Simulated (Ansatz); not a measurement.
# The cluster Ru₃H₄: geometry, orbitals and charge

Aim: characterise the cluster Ru₃H₄ as a singlet: its structure, frontier levels and distribution of charge.

Computed with Ansatz 0.2.0, Gaussian basis. Level: RKS PBE0-D4/def2-TZVP.

Levels to be run: a search for the lowest solution at PBE0-D4/def2-SVP; a single point at PBE0-D4/def2-TZVP.

4 further runs of the same task are left out: 1 that didn't finish, 3 set aside as unsound or not needed. Runs told in other sessions of the task aren't counted.

## Step 1: The structure

The geometry is that of the singlet, from an earlier relaxation (PBE-D4/def2-TZVP). At that level it is the lowest of the isomers that a small search found.

7 atoms, charge 0, spin multiplicity 1.

Atoms are counted from 1 here; the program's logs count them from 0.

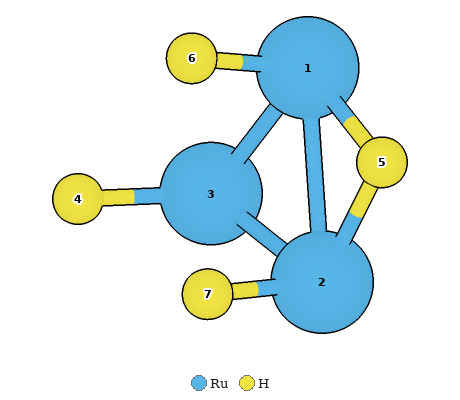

The geometry (ruthenium blue, hydrogen yellow); atoms are numbered from 1 in the order of the file.

Coordinates:

```
Ru    1.4357   -0.0562   -0.4230
Ru   -0.9115   -0.6629   -0.9865
Ru   -0.2671    1.4433   -0.4413
H    -0.7110    1.7641    1.0624
H     0.6113   -1.5860   -0.8391
H     1.2140   -0.1170    1.1241
H    -1.3714   -0.7853    0.5033
```

Ru takes a core potential in the def2 sets. No spin-orbit coupling is included.

Bonds by kind at the end (by distance):

| bond | count | shortest (Å) | longest (Å) |
| --- | --- | --- | --- |
| Ru–Ru | 3 | 2.269 | 2.489 |
| H–Ru | 5 | 1.564 | 1.787 |

## Step 2: Searching for the lowest solution, PBE0-D4/def2-SVP

start.molden holds the orbitals of an earlier run on this state, given as this run's starting guess.

File in.yaml:

```yaml
crystal:
  periodic: [false, false, false]
  atoms:
    - {symbol: Ru, position_ang: [1.435673, -0.056183, -0.422967]}
    - {symbol: Ru, position_ang: [-0.911484, -0.662891, -0.986515]}
    - {symbol: Ru, position_ang: [-0.267133, 1.443293, -0.441256]}
    - {symbol: H, position_ang: [-0.710958, 1.764074, 1.062432]}
    - {symbol: H, position_ang: [0.611327, -1.586010, -0.839068]}
    - {symbol: H, position_ang: [1.213994, -0.116978, 1.124058]}
    - {symbol: H, position_ang: [-1.371419, -0.785295, 0.503317]}
basis:
  gaussian: {orbitals: def2-SVP, initial_orbitals: start.molden}
hamiltonian: {xc: pbe0, dispersion: d4}
output: {orbitals: {seedname: orbitals}}
```

The run is started by

```sh
> ansatz run in.yaml --threads 4 --pin off --events-out ev --progress --plain --max-ram 3916MiB
```

The log of the run:

```text
Functional definition: PBE0
  name "PBE0"
  cite "Adamo & Barone, J. Chem. Phys. 110, 6158 (1999) doi:10.1063/1.478522"
  cite "Perdew, Burke & Ernzerhof, Phys. Rev. Lett. 77, 3865 (1996) doi:10.1103/PhysRevLett.77.3865"
  parent pbe
  parameter a = 0.25
  parameter kappa = 0.804
  parameter beta = 0.06672455060314922
  exchange = (1 - a)*pbe_x(kappa = kappa, mu = beta*pi^2/3) + a*exact_x
  correlation = pbe_c(beta = beta)
1249 factors; their error is unknown
mean field evaluation 1: about -7752.4772 eV, gradient 2.1e2 eV
mean field evaluation 2: about -7776.8653 eV, gradient 3.1e1 eV
mean field evaluation 4: about -7801.9069 eV, gradient 2.4e1 eV
mean field evaluation 8: about -7805.1463 eV, gradient 2.6e-2 eV
mean field evaluation 16: about -7797.0896 eV, gradient 6.4e1 eV
mean field evaluation 32: about -7805.2882 eV, gradient 5.2e-3 eV
mean field -7805.28820127 eV, -286.8390507824 hartree, gradient 1.7e-5 eV, S^2 0.000000; 7 other end points of the search recorded, 0 dependent functions left out
reference -7805.28824162 eV, -286.8390522652 hartree; 26, 26 occupied and 87, 87 virtual orbitals, 1249 factors
Total energy: -7805.56480039 eV, -286.8492156126 hartree
```

Wall time 6.5 s (4 threads of Arm Neoverse V1, shared host).

HOMO -5.32 eV, LUMO -3.14 eV.

## Step 3: Single point, PBE0-D4/def2-TZVP

in.yaml, as its differences from that of step 2:

```diff
@@ -11,4 +11,5 @@
 basis:
-  gaussian: {orbitals: def2-SVP, initial_orbitals: start.molden}
+  gaussian: {orbitals: def2-TZVP, initial_orbitals: start.molden}
 hamiltonian: {xc: pbe0, dispersion: d4}
+scf: {omitted_lower_state_checks: [starts]}
 output: {orbitals: {seedname: orbitals}}
```

The command is unchanged.

The log of the run:

```text
Functional definition: PBE0
  name "PBE0"
  cite "Adamo & Barone, J. Chem. Phys. 110, 6158 (1999) doi:10.1063/1.478522"
  cite "Perdew, Burke & Ernzerhof, Phys. Rev. Lett. 77, 3865 (1996) doi:10.1103/PhysRevLett.77.3865"
  parent pbe
  parameter a = 0.25
  parameter kappa = 0.804
  parameter beta = 0.06672455060314922
  exchange = (1 - a)*pbe_x(kappa = kappa, mu = beta*pi^2/3) + a*exact_x
  correlation = pbe_c(beta = beta)
these checks for a lower state are left out or cut short: starts
1310 factors; their error is unknown
mean field evaluation 1: about -7807.1718 eV, gradient 2.1e1 eV
mean field evaluation 2: about -7807.4020 eV, gradient 2.9e-1 eV
mean field evaluation 4: about -7807.4377 eV, gradient 8.8e-2 eV
mean field -7807.43776371 eV, -286.9180457451 hartree, gradient 3.7e-5 eV, S^2 0.000000; 0 other end points of the search recorded, 0 dependent functions left out
reference -7807.43780836 eV, -286.9180473860 hartree; 26, 26 occupied and 118, 118 virtual orbitals, 1310 factors
Total energy: -7807.71436714 eV, -286.9282107334 hartree
Checks for a lower state left out: starts
```

Run time: 2.5 s. Hardware: 4 threads of Arm Neoverse V1, shared host.

From the report: HOMO -5.29 eV, LUMO -3.11 eV.

Mulliken charges, from this run's orbitals:

| atom | value (e) |
| --- | --- |
| Ru1 | 0.04 |
| Ru2 | 0.04 |
| Ru3 | -0.08 |
| H4 | -0.04 |
| H5 | -0.04 |
| H6 | 0.04 |
| H7 | 0.04 |

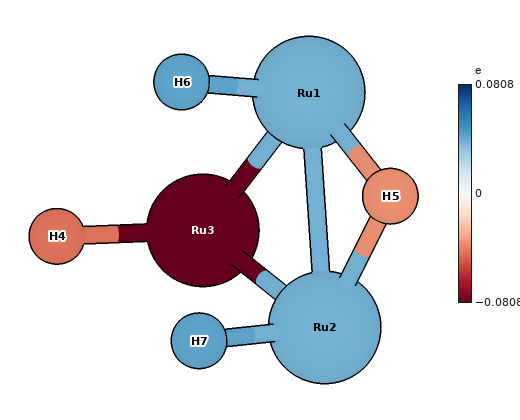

Mulliken charges, from this run's orbitals, as colours on the atoms.

Largest Mayer bond orders: Ru1–Ru3 1.87; Ru2–Ru3 1.87; Ru1–Ru2 1.05; Ru1–H6 0.97; Ru2–H7 0.97; Ru3–H4 0.92; Ru1–H5 0.48; Ru2–H5 0.48.

The fields below are evaluated on a grid from the run's orbitals.

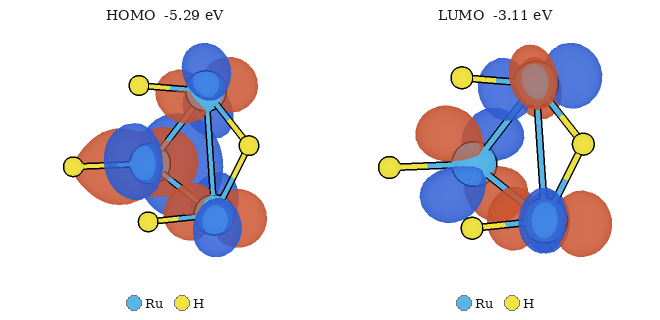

Frontier orbitals at PBE0-D4/def2-TZVP; each surface holds 70 % of the orbital's density, blue and red mark the sign.

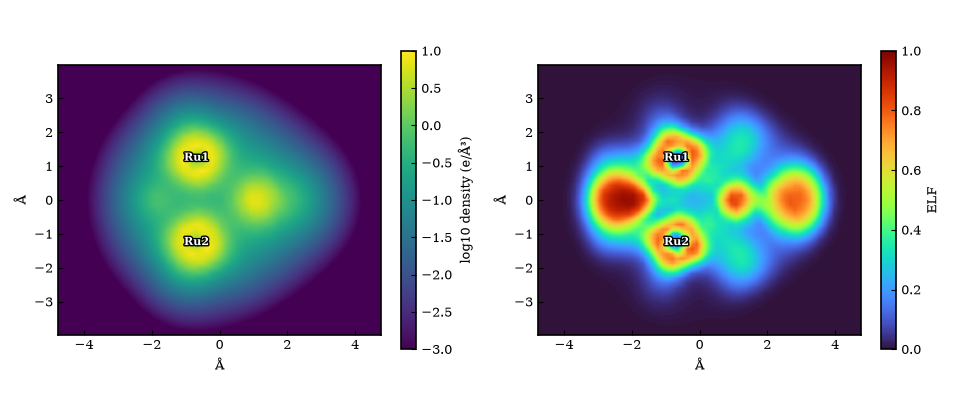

Density (left) and ELF (right) in a plane through or near 2 of the atoms.

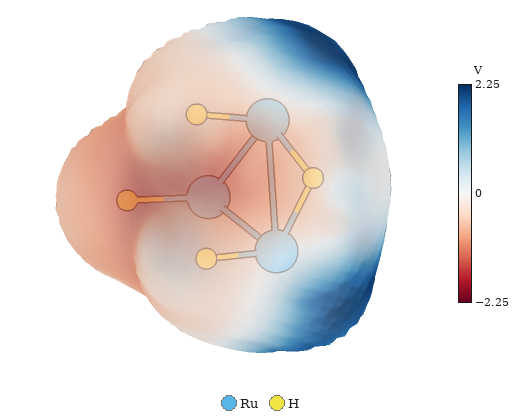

Electrostatic potential on the surface of density 0.002 e/bohr³; red is low, blue high. It runs from -1.20 to 2.25 V.

## Step 4: Summary of results

| quantity | value |
| --- | --- |
| point group | Cs |
| commonest bond, hydrogen aside | Ru–Ru, 3 of mean length 2.342 Å |
| HOMO, LUMO at PBE0-D4/def2-TZVP | -5.29, -3.11 eV |

No usable vibrations, so a minimum isn't proven. The HOMO lies nearest to Ru3 58 %; Ru1, Ru2 about 16 % each and the LUMO to Ru3 41 %; Ru1, Ru2 about 24 % each. Whether this spin is the lowest isn't tested here. The point group is read from a loosely relaxed geometry; soft torsions can leave it below the true symmetry.
